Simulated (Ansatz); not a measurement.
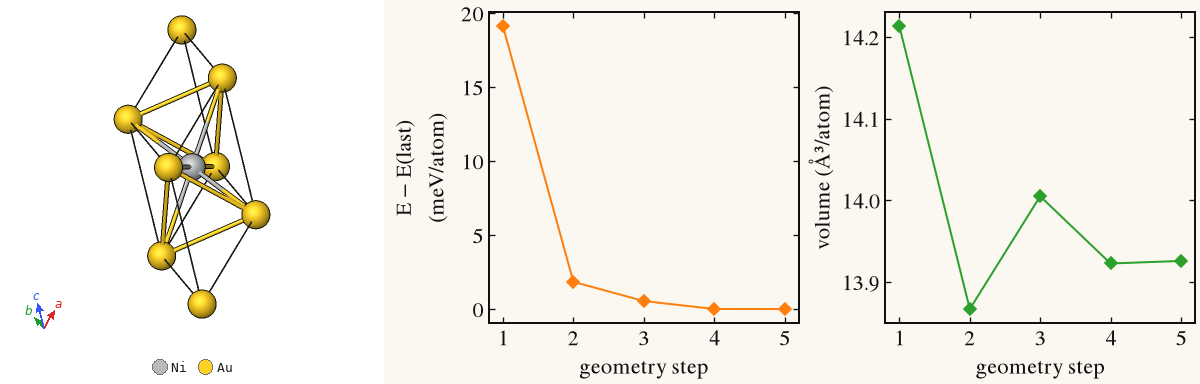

Beside the plot: the structure at the start.

History of a geometry optimisation. Atoms and cell relax. A closing SCF on a freshly chosen basis isn't drawn.

System: NiAu (R-3m, 2 atoms in the cell).
Method: DFT PBEsol, scalar-relativistic, plane waves, PAW (Ansatz); cutoff 420 eV, 18×18×18 k-mesh, Gaussian smearing of 0.1 eV.

How did the optimisation end?

The optimisation met its thresholds at geometry 5, counting the start as the first. The energy fell by about 19 meV/atom from the first step to the last. All forces vanish by symmetry, so only the cell moves.

Was the starting cell too large or too small?

The volume shrinks from 14.21 to 13.93 Å³ per atom (−2.0 %), overshooting to 13.87 at step 2. The start was expanded.
